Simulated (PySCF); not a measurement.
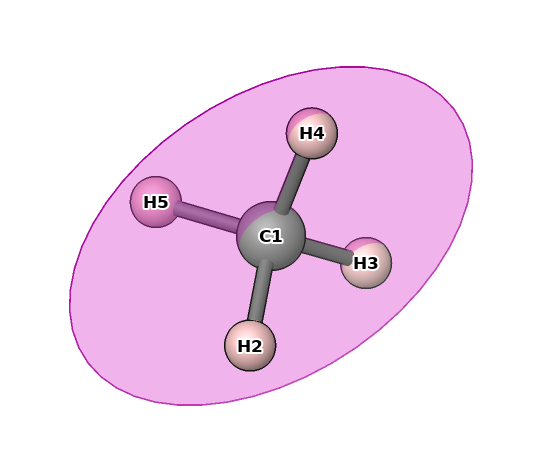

A disc through the centre of mass is drawn in. Distant atoms are faded towards the background colour. The computed structure is the end point of a GFN2-xTB optimisation. No frequency run is at hand to confirm it as a minimum.

### Is the plane of the disc a mirror plane of the structure?

Yes. The reflection leaves C1, H3, H4 in place and moves H2 ↔ H5. The point group is Td.
